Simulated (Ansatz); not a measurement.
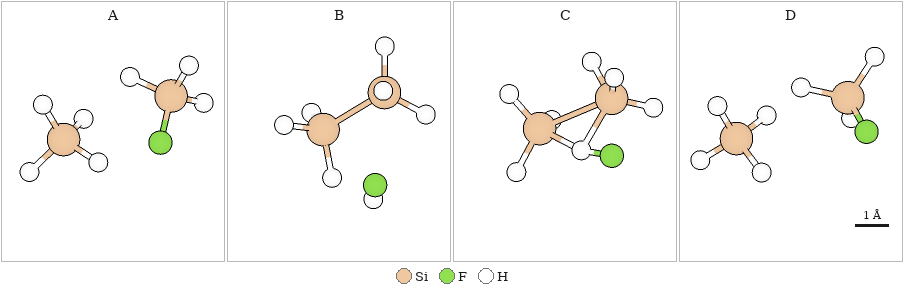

4 geometries from a converged minimum-energy path of Si2H7F, made up at the start of SiH3F and SiH₄, shuffled. A ball-and-stick model, seen at a tilt.

Level of theory: RKS PBE0-D4/6-31G* (Ansatz 0.2.0). Set-up: 7 movable images; climbing image; force threshold 0.05 eV/Å; iteration limit 60; starting path through a guess of the saddle point.

Q: Which of them lies highest in energy?

A: C. In order along the path, whose images run from 0 to 8: D (image 0, 0.0 kJ/mol), A (image 2, +3.4 kJ/mol), C (image 4, +270.1 kJ/mol), B (image 7, +117.4 kJ/mol). Breaking: F–Si (1.61 → 3.07 Å), H–Si (1.49 → 3.18 Å). Forming: F–H (4.09 → 0.93 Å), Si–Si (4.07 → 2.34 Å).

Limits of the set-up: the start holds two separate molecules, 2.9 Å apart at their closest, whose relative position is a soft coordinate.

The run took 5.9 min on 1 thread of Arm Neoverse V1, with other jobs on the host, peak memory 0.14 GiB.
